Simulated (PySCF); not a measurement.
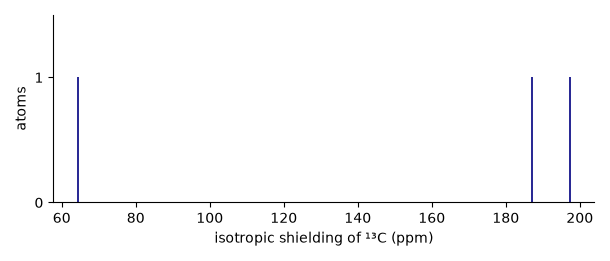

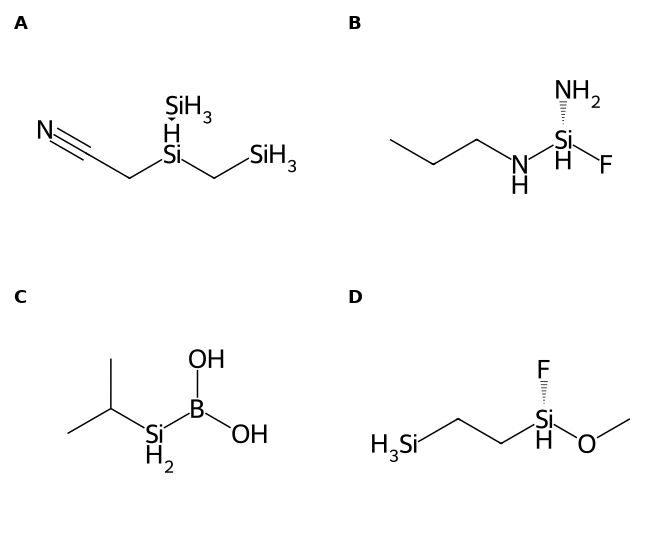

The sticks are computed shieldings of one of the molecules, for one fixed geometry (GFN2-xTB) without averaging over rotations. Low shielding means a high chemical shift. Method: GIAO PBE0/pcSseg-1 NMR shielding, non-relativistic, gas phase (PySCF 2.14.0).

Which molecule gives this pattern?

Answer. A, `N#CC[Si@@H]([SiH3])C[SiH3]`. Its 3 C atoms give lines at 64.3, 187.0, 197.3 ppm.

The geometry is semi-empirical. Around B, Si such bond lengths and angles can be off by a tenth of an ångström or more and by several degrees, and values that hang on the shape move with them.
